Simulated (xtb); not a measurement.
# CH7GeN: energy and gradient calculation

CH7GeN, SMILES N[CH2][GeH3], computed with GFN1-xTB (xtb 6.7.1).

The geometry was optimised with GFN2-xTB.

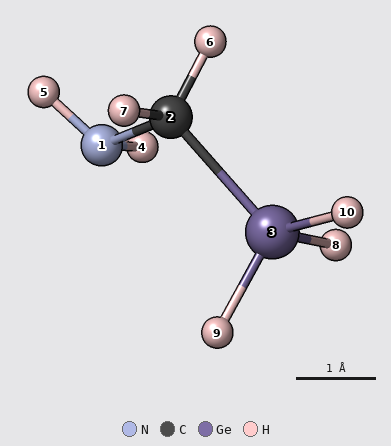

Figure 1. The input geometry (ball-and-stick view, seen at a tilt; atoms are numbered from 1 in the order of the input). Sticks mark near contacts.

### The input (input.xyz)
```
10
start
N     -1.370682     0.357172    -0.498071
C      0.052734     0.646757    -0.400315
Ge     0.850697    -0.689588     0.820172
H     -1.509552    -0.533807    -0.964498
H     -1.849423     1.065242    -1.046144
H      0.569275     0.666229    -1.372268
H      0.167059     1.640112     0.038869
H      0.673934    -2.067397     0.263446
H      0.178795    -0.655327     2.147836
H      2.320263    -0.480592     1.013873
```

Hardware: 1 thread of Arm Neoverse V1, 24 GiB of memory available, shared host.

Run as:
```bash
xtb --json --grad --gfn 1 -- input.xyz | tee xtb.out
```

### Log
```
* xtb version 6.7.1
   ID    Z sym.   atoms
    1    7 N      1
    2    6 C      2
    3   32 Ge     3
    4    1 H      4-10

           -------------------------------------------------
          |                Calculation Setup                |
           -------------------------------------------------

          program call               : xtb --json --grad --gfn 1 -- input.xyz
          coordinate file            : input.xyz
          omp threads                :                     1

           -------------------------------------------------
          |                 G F N 1 - x T B                 |
           -------------------------------------------------

      * Hamiltonian:
        H0-scaling (s, p, d)           1.850000    2.250000    2.000000
        zeta-weighting                 0.000000
      * Dispersion:
        s8                             2.400000
        a1                             0.630000
        a2                             5.000000
        s9                             0.000000
      * Repulsion:
        kExp                           1.500000
        rExp                           1.000000
      * Coulomb:
        alpha                          2.000000
        third order                    atomic
        anisotropic                    false
      * Halogen bond correction:
        rad-scale                      1.300000
        damping                        0.440000

          ...................................................
          :                      SETUP                      :
          :.................................................:
          :  # basis functions                  32          :
          :  # atomic orbitals                  31          :
          :  # shells                           21          :
          :  # electrons                        20          :
          :  # halogen bonds                     0          :
          :  max. iterations                   250          :
          :  Hamiltonian                  GFN1-xTB          :
          :  restarted?                      false          :
          :  GBSA solvation                  false          :
          :  PC potential                    false          :
          :  electronic temp.          300.0000000     K    :
          :  accuracy                    1.0000000          :
          :  -> integral cutoff          0.2500000E+02      :
          :  -> integral neglect         0.1000000E-07      :
          :  -> SCF convergence          0.1000000E-05 Eh   :
          :  -> wf. convergence          0.2000000E-04 e    :
          :  Broyden damping             0.4000000          :
          :  net charge                          0          :
          :  unpaired electrons                  0          :
          ...................................................

 iter      E             dE          RMSdq      gap      omega  full diag
   1    -10.7433582 -0.107434E+02  0.608E+00    5.70       0.0  T
   2    -10.8210712 -0.777130E-01  0.343E+00    3.64       1.0  T
   3    -10.8031647  0.179065E-01  0.206E+00    6.42       1.0  T
   4    -10.8452218 -0.420571E-01  0.331E-01    5.05       1.0  T
   5    -10.8454724 -0.250587E-03  0.812E-02    4.90       1.0  T
   6    -10.8454843 -0.119447E-04  0.349E-02    4.92       1.0  T
   7    -10.8454884 -0.408069E-05  0.229E-03    4.90      13.8  T
   8    -10.8454885 -0.598076E-07  0.126E-03    4.90      25.0  T
   9    -10.8454885 -0.910098E-08  0.654E-04    4.90      48.3  T
  10    -10.8454885 -0.412319E-08  0.899E-05    4.90     351.8  T
  11    -10.8454885 -0.500293E-10  0.245E-05    4.90    1291.7  T

   *** convergence criteria satisfied after 11 iterations ***

         #    Occupation            Energy/Eh            Energy/eV
      -------------------------------------------------------------
         1        2.0000           -0.7610511             -20.7093
       ...           ...                  ...                  ...
         4        2.0000           -0.5657435             -15.3947
         5        2.0000           -0.5495280             -14.9534
         6        2.0000           -0.5163483             -14.0506
         7        2.0000           -0.4784887             -13.0203
         8        2.0000           -0.4767104             -12.9720
         9        2.0000           -0.4563140             -12.4169
        10        2.0000           -0.4153557             -11.3024 (HOMO)
        11                         -0.2351835              -6.3997 (LUMO)
        12                         -0.2337485              -6.3606
        13                         -0.2032844              -5.5316
        14                         -0.1920875              -5.2270
        15                         -0.1872454              -5.0952
       ...                                ...                  ...
        31                          0.5712466              15.5444
      -------------------------------------------------------------
                  HL-Gap            0.1801722 Eh            4.9027 eV
             Fermi-level           -0.3252696 Eh           -8.8510 eV

 SCC (total)                   0 d,  0 h,  0 min,  0.009 sec
 SCC setup                      ...        0 min,  0.000 sec (  3.236%)
 Dispersion                     ...        0 min,  0.000 sec (  0.483%)
 classical contributions        ...        0 min,  0.000 sec (  0.178%)
 integral evaluation            ...        0 min,  0.002 sec ( 21.405%)
 iterations                     ...        0 min,  0.002 sec ( 25.964%)
 molecular gradient             ...        0 min,  0.003 sec ( 28.422%)
 printout                       ...        0 min,  0.002 sec ( 20.015%)

         :::::::::::::::::::::::::::::::::::::::::::::::::::::
         ::                     SUMMARY                     ::
         :::::::::::::::::::::::::::::::::::::::::::::::::::::
         :: total energy             -10.740546720110 Eh    ::
         :: gradient norm              0.015288672759 Eh/a0 ::
         :: HOMO-LUMO gap              4.902735124884 eV    ::
         ::.................................................::
         :: SCC energy               -10.845488490906 Eh    ::
         :: -> electrostatic           0.034874920181 Eh    ::
         :: repulsion energy           0.107523775292 Eh    ::
         :: dispersion energy         -0.002582004496 Eh    ::
         :: halogen bond corr.         0.000000000000 Eh    ::
         :: add. restraining           0.000000000000 Eh    ::
         :: total charge               0.000000000000 e     ::
         :::::::::::::::::::::::::::::::::::::::::::::::::::::

           -------------------------------------------------
          |                Property Printout                |
           -------------------------------------------------

    * Orbital Energies and Occupations

         #    Occupation            Energy/Eh            Energy/eV
      -------------------------------------------------------------
         1        2.0000           -0.7610511             -20.7093
         2        2.0000           -0.6643119             -18.0768
         3        2.0000           -0.6172017             -16.7949
         4        2.0000           -0.5657435             -15.3947
         5        2.0000           -0.5495280             -14.9534
         6        2.0000           -0.5163483             -14.0506
         7        2.0000           -0.4784887             -13.0203
         8        2.0000           -0.4767104             -12.9720
         9        2.0000           -0.4563140             -12.4169
        10        2.0000           -0.4153557             -11.3024 (HOMO)
        11                         -0.2351835              -6.3997 (LUMO)
        12                         -0.2337485              -6.3606
        13                         -0.2032844              -5.5316
        14                         -0.1920875              -5.2270
        15                         -0.1872454              -5.0952
        16                         -0.1179930              -3.2108
        17                         -0.0884760              -2.4076
        18                         -0.0820916              -2.2338
        19                         -0.0708506              -1.9279
        20                         -0.0560261              -1.5245
        21                         -0.0327367              -0.8908
       ...                                ...                  ...
        31                          0.5712466              15.5444
      -------------------------------------------------------------
                  HL-Gap            0.1801722 Eh            4.9027 eV
             Fermi-level           -0.3252696 Eh           -8.8510 eV

  Mulliken/CM5 charges         n(s)   n(p)   n(d)
     1     -0.45465 -0.90476   1.462  3.993  0.000
     2      0.02949 -0.00875   1.032  2.938  0.000
     3      0.08258 -0.12913   1.431  2.197  0.290
     4      0.19504  0.38254   0.805  0.000  0.000
     5      0.19654  0.38238   0.803  0.000  0.000
     6      0.02994  0.09170   0.970  0.000  0.000
     7      0.04154  0.10708   0.958  0.000  0.000
     8     -0.04415  0.02212   1.044  0.000  0.000
     9     -0.03246  0.03517   1.032  0.000  0.000
    10     -0.04388  0.02166   1.044  0.000  0.000

Wiberg/Mayer (AO) data.
largest (>0.10) Wiberg bond orders for each atom

 ---------------------------------------------------------------------------
     #   Z sym  total        # sym  WBO       # sym  WBO       # sym  WBO
 ---------------------------------------------------------------------------
     1   7      3.050 --     2      1.002     5      0.955     4      0.955
                             3      0.116
     2   6      3.962 --     1      1.002     3      0.987     7      0.943
                             6      0.938
     3  32      3.958 --     2      0.987     8      0.921     9      0.920
                            10      0.917     1      0.116
     4   1      0.970 --     1      0.955
     5   1      0.972 --     1      0.955
     6   1      1.002 --     2      0.938
     7   1      1.005 --     2      0.943
     8   1      0.995 --     3      0.921
     9   1      0.996 --     3      0.920
    10   1      0.996 --     3      0.917
 ---------------------------------------------------------------------------

Topologies differ in total number of bonds
Writing topology from bond orders to xtbtopo.mol

 dipole moment from electron density (au)
     X       Y       Z
  -0.2317   0.4142  -1.0721  total (Debye):    2.980

           -------------------------------------------------
          | TOTAL ENERGY              -10.740546720110 Eh   |
          | GRADIENT NORM               0.015288672759 Eh/α |
          | HOMO-LUMO GAP               4.902735124884 eV   |
           -------------------------------------------------

------------------------------------------------------------------------
------------------------------------------------------------------------
 total:
 *  cpu-time:     0 d,  0 h,  0 min,  0.015 sec
 * ratio c/w:     0.687 speedup
 SCF:
 *  cpu-time:     0 d,  0 h,  0 min,  0.007 sec
 * ratio c/w:     0.757 speedup
```

### Standard error
```
normal termination of xtb
```

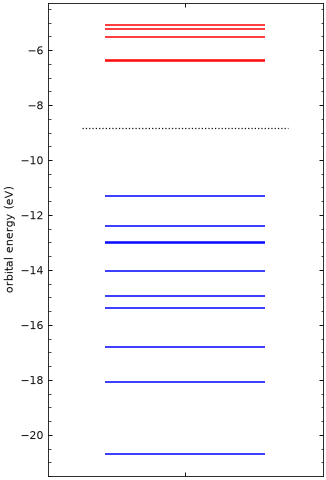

Figure 2. Orbital energies near the frontier; the dotted line parts filled from empty levels, and levels within 0.02 eV of each other stand side by side. Highest filled −11.30 eV, lowest empty −6.40 eV, 4.90 eV apart.

### Key numbers

- outcome: converged
- electrons treated: 20
- total energy: −10.740547 hartree
- dispersion energy: −0.002582 hartree
- basis functions: 32
- largest force: 0.438 eV/Å
- HOMO: −11.30 eV
- LUMO: −6.40 eV
- dipole moment: 2.98 D
- peak memory: 0.071 GiB
